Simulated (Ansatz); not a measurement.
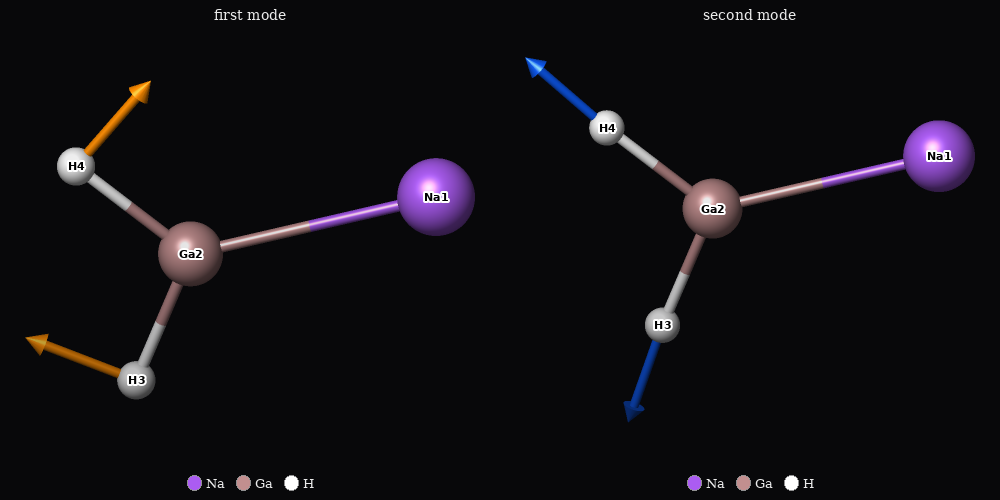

The system is GaH₂Na, SMILES [Na][GaH2]; the picture shows the reference structure; its two panels give the patterns of the first and the second mode as arrows. 
- The first coordinate is: normal mode 2 (243 cm⁻¹); the second: normal mode 5 (1806 cm⁻¹).
- Nothing is relaxed (straight displacements along the two mass-weighted modes).
- The scan uses a 15 × 15 grid; 123 points were computed and 102 follow by symmetry.
- Points are written as (first, second).
- Energies are in kJ/mol, from the lowest grid point.
- Level of theory: RKS CAM-B3LYP-D4/def2-TZVP in Ansatz.

Its coordinates:

```csv
atom,x (Å),y (Å),z (Å)
Na,-2.1064,0.7971,-1.2223
Ga,0.1786,-0.0676,0.1036
H,0.6502,-1.5877,0.3025
H,1.2777,0.8582,0.8161
```

Range: normal mode 2 (243 cm⁻¹) from −0.660 to 0.660 amu½·Å; normal mode 5 (1806 cm⁻¹) from −0.316 to 0.316 amu½·Å.

**What will the energy surface look like?**

The lowest grid point is at (0.000 amu½·Å, 0.000 amu½·Å). It is the only kind of minimum in the scanned range. The highest grid point, (0.000 amu½·Å, −0.316 amu½·Å), lies 81.2 kJ/mol above the lowest.

```
normal mode 5 (1806 cm⁻¹) ↓, normal mode 2 (243 cm⁻¹) →  −0.660  −0.566  −0.472  −0.377  −0.283  −0.189  −0.094  0.000  0.094  0.189  0.283  0.377  0.472  0.566  0.660
                                                  0.316    63.8    58.1    53.3    49.3    46.3    44.1    42.8   42.4   42.8   44.1   46.3   49.3   53.3   58.1   63.8
                                                  0.271    53.3    47.7    43.0    39.2    36.3    34.2    32.9   32.5   32.9   34.2   36.3   39.2   43.0   47.7   53.3
                                                  0.226    43.4    38.0    33.5    29.9    27.1    25.1    24.0   23.6   24.0   25.1   27.1   29.9   33.5   38.0   43.4
                                                  0.181    34.2    29.1    24.9    21.5    19.0    17.2    16.1   15.8   16.1   17.2   19.0   21.5   24.9   29.1   34.2
                                                  0.136    26.0    21.2    17.4    14.3    12.1    10.5     9.6    9.3    9.6   10.5   12.1   14.3   17.4   21.2   26.0
                                                  0.090    18.8    14.5    11.1     8.5     6.6     5.3     4.6    4.3    4.6    5.3    6.6    8.5   11.1   14.5   18.8
                                                  0.045    12.8     9.2     6.4     4.3     2.8     1.9     1.3    1.1    1.3    1.9    2.8    4.3    6.4    9.2   12.8
                                                  0.000     8.3     5.5     3.4     1.9     1.0     0.4     0.1    0.0    0.1    0.4    1.0    1.9    3.4    5.5    8.3
                                                 −0.045     5.5     3.5     2.3     1.6     1.3     1.2     1.2    1.2    1.2    1.2    1.3    1.6    2.3    3.5    5.5
                                                 −0.090     4.5     3.7     3.5     3.8     4.2     4.7     5.1    5.2    5.1    4.7    4.2    3.8    3.5    3.7    4.5
                                                 −0.136     5.7     6.2     7.3     8.6    10.0    11.2    12.0   12.2   12.0   11.2   10.0    8.6    7.3    6.2    5.7
                                                 −0.181     9.4    11.4    14.0    16.6    19.1    21.1    22.4   22.8   22.4   21.1   19.1   16.6   14.0   11.4    9.4
                                                 −0.226    15.8    19.7    24.0    28.2    32.0    34.9    36.8   37.5   36.8   34.9   32.0   28.2   24.0   19.7   15.8
                                                 −0.271    25.3    31.4    37.8    43.8    49.1    53.3    55.9   56.8   55.9   53.3   49.1   43.8   37.8   31.4   25.3
                                                 −0.316    38.4    47.0    55.8    64.0    71.1    76.6    80.1   81.2   80.1   76.6   71.1   64.0   55.8   47.0   38.4
```

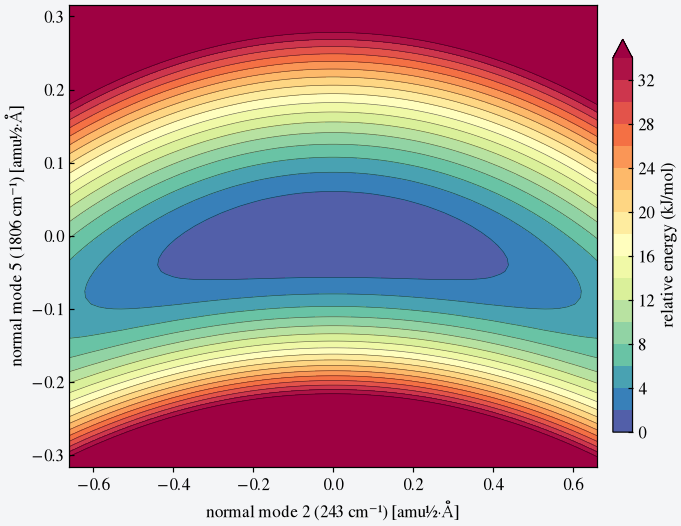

The picture shows filled contours, one colour for all values above the top of the scale. Between grid points the surface is interpolated.

Each point was launched as `ansatz run input.yaml --threads 1 --pin off --max-ram 2560MiB --backend cpu --events-out ev --progress --plain --runs-dir out`. The whole map (123 points run) took 7.7 min on 1 thread of Arm Neoverse V1, on a shared host.
